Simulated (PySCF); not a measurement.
**C4H9ClF2Si2: density, localisation and related maps**

Input

```
{"job": {"kind": "nmr", "xc": "PBE0", "basis": "pcSseg-1"}, "charge": 0, "multiplicity": 1}
F     -3.406035     0.900137     0.071467
C     -2.694414    -0.095466     0.701392
C     -2.043047    -1.004363    -0.328992
Si    -0.851638    -0.059604    -1.486959
Cl    -0.312211    -1.283182    -3.003534
C      0.743242     0.345550    -0.532913
F      0.513625     0.920590     0.688471
C      2.005822     0.153793    -0.897171
Si     3.490767     0.620217     0.173159
H     -1.952344     0.401576     1.332788
H     -3.410843    -0.636068     1.329671
H     -1.517668    -1.795135     0.208292
H     -2.828698    -1.483133    -0.916908
H     -1.468835     1.146733    -2.027847
H      2.156916    -0.301528    -1.864384
H      3.519869    -0.261283     1.342302
H      4.685976     0.419291    -0.648850
H      3.360758     2.018190     0.583600
```

Run with:

```sh
OMP_NUM_THREADS=1 python probes_run.py task.json out
```

Geometry: GFN2-xTB.

These are results of PBE0/pcSseg-1, SCF density, gas phase, non-relativistic in PySCF 2.14.0, not measurements.

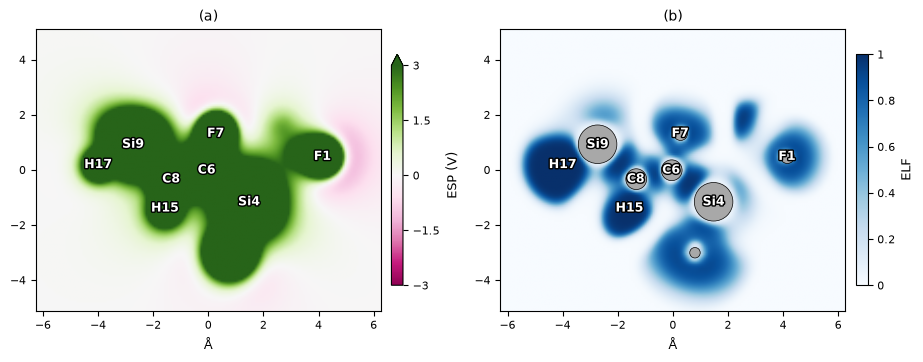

Figure 1. (a) molecular electrostatic potential; (b) ELF on the plane of atoms F7, C6 and C8. Grey discs cover the atomic cores in the ELF map.

Question: What does the map show?

Answer:
- The plane passes through F, Si, C and H nuclei.
- C–C (1.33 Å): the ELF peaks at about 0.95 between the atoms: a short, multiple covalent bond.
- C–F (1.37 Å): the ELF peaks at about 0.85 between the atoms; a shared but strongly polarised pair.
- C–Si (1.89 Å): the ELF peaks at about 0.95 between the atoms: a shared electron pair.
- C–H (1.08 Å): the ELF climbs to about 1 towards the hydrogen, as it does in any bond to H; a covalent bond by its length.
- Si–H (1.46 Å): the ELF climbs to about 1 towards the hydrogen.
- The ELF also peaks beside Cl5 and F1, away from the bonds: lone-pair regions.
- Outside the dense part of the molecule the potential is most negative (−1.0 V) near F1.

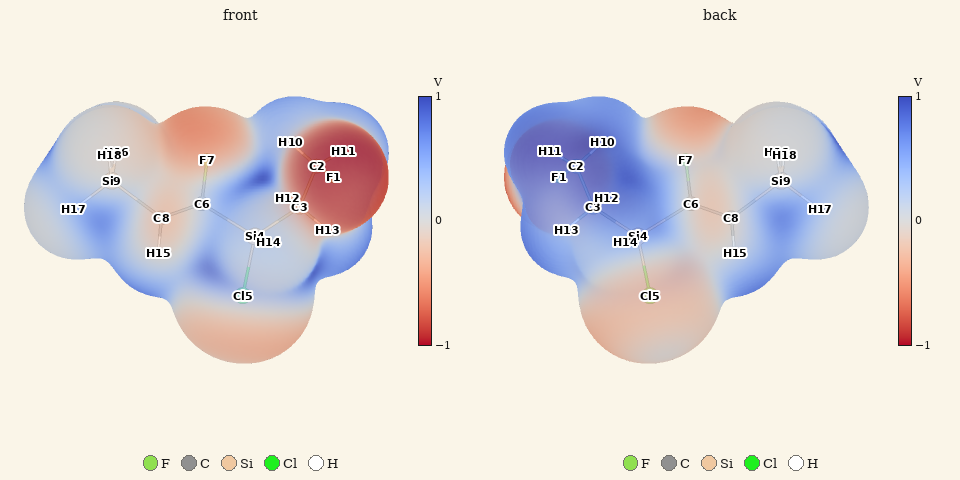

Figure 2. The electrostatic potential painted on the density surface at 0.001 e/bohr³, seen from the front and from behind; red is negative and blue positive.

Question: Describe the electrostatic potential map.

Answer: The most negative region (about −0.9 V) lies over F1, the most positive (about +0.9 V) over the C, H and Si atoms.

Question: How polar is the molecule by this calculation?

Answer: Its dipole moment is 1.52 D.
